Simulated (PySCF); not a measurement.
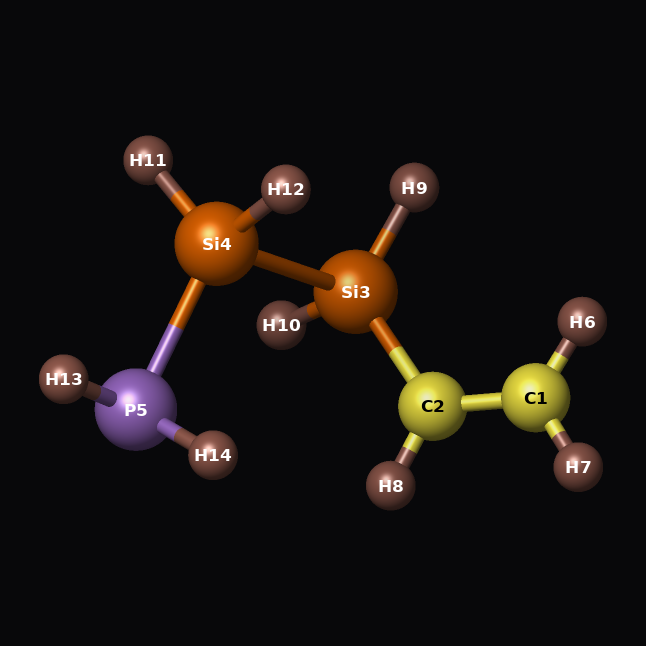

State: charge +1, doublet. Computed geometry: GFN2-xTB optimisation. No frequency run is at hand to confirm it as a minimum. Level of theory: UKS B3LYP, pcH-1 on C H P Si, non-relativistic (PySCF 2.14.0).

Give the isotropic hyperfine couplings (Fermi-contact term alone) of C1, C2, Si3, Si4, P5, H6, H7, H8, H9, H10, H11, H12, H13, H14.

| atom | isotope | a_iso (MHz) |
| --- | --- | --- |
| C1 | 13C | 17.0 |
| C2 | 13C | 8.1 |
| Si3 | 29Si | −13.8 |
| Si4 | 29Si | −44.1 |
| P5 | 31P | 147.6 |
| H6 | 1H | −9.2 |
| H7 | 1H | −3.9 |
| H8 | 1H | −0.2 |
| H9 | 1H | 38.7 |
| H10 | 1H | 39.7 |
| H11 | 1H | 28.2 |
| H12 | 1H | 36.1 |
| H13 | 1H | 76.5 |
| H14 | 1H | −3.2 |

The geometry is semi-empirical. Around P, Si such bond lengths and angles can be off by a tenth of an ångström or more and by several degrees, and values that hang on the shape move with them.
